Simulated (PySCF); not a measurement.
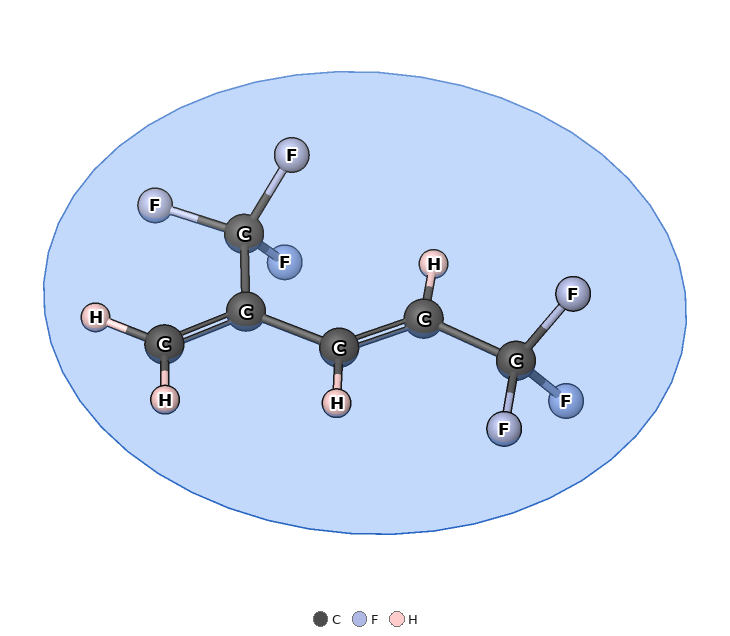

All proper rotation axes (lines) and mirror planes (discs) of the structure are drawn in. Depth is shown by fading: the farther an atom, the more it takes the colour of the background. The computed structure is the end point of a GFN2-xTB optimisation. No frequency run is at hand to confirm it as a minimum.

Name the symmetry elements and the point group.

Answer. It has 1 mirror plane. Point group Cs. The group has 2 operations. The geometry is achiral, and symmetry allows a dipole moment.
